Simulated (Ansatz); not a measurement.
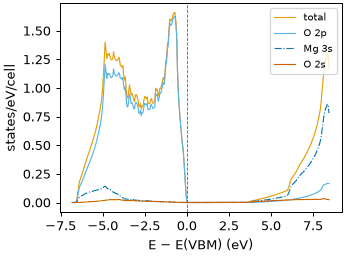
Figure. Total and projected density of states of MgO (CsCl type, space group No. 221), plane-wave PAW r²SCAN (Ansatz code)

Task: Which orbitals carry the states next to the gap?

Result: Top 1 eV of the valence band: O 2p 98 %. Bottom 1 eV of the conduction band: Mg 3s 54 %, O 2s 34 %, O 2p 9 %. Projections are on Löwdin-orthogonalised atomic valence shells; empty p or d shells of many metals are not among them.

Task: Where is the tallest occupied peak in this window, and what makes it?

Result: Near -0.7 eV, about 1.7 states/eV per cell; the largest projected share is O 2p.

Space group Pm-3m (CsCl type). This is a known high-pressure phase of the composition, computed here at zero pressure and temperature. Symmetry was held in the r²SCAN relaxation. At this level the phase is mechanically unstable.

Potentials: the earlier of the program's two PAW sets.
